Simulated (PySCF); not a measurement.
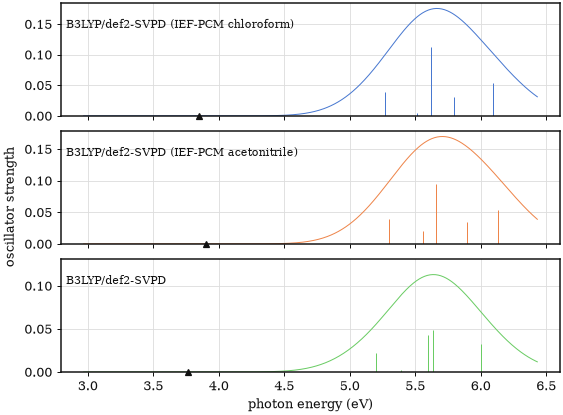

Vertical TDDFT spectra of C₃H₈OSeSi, SMILES [SiH3]O[C@@H]1CC[Se]1 at one geometry and several levels (PySCF, at a PBE0-D3(BJ)/def2-SVP geometry (no frequency check)); sticks with Gaussians of 1/e half-width 0.40 eV, the triangle marks S1, which has the same leading orbital pair at all these levels. Only the lowest states were computed, so the high end is incomplete.

How far does S1 move with the level of theory?

Answer. From lowest to highest: B3LYP/def2-SVPD 3.77 eV, B3LYP/def2-SVPD (IEF-PCM chloroform) 3.85 eV, B3LYP/def2-SVPD (IEF-PCM acetonitrile) 3.90 eV; a spread of 0.13 eV.

Limits of at least one run: core orbitals are frozen in the response; one conformer of a flexible molecule; spin-orbit coupling is left out, and with Se it can shift these levels and split any degenerate set; states above the negative HOMO energy depend on the basis.
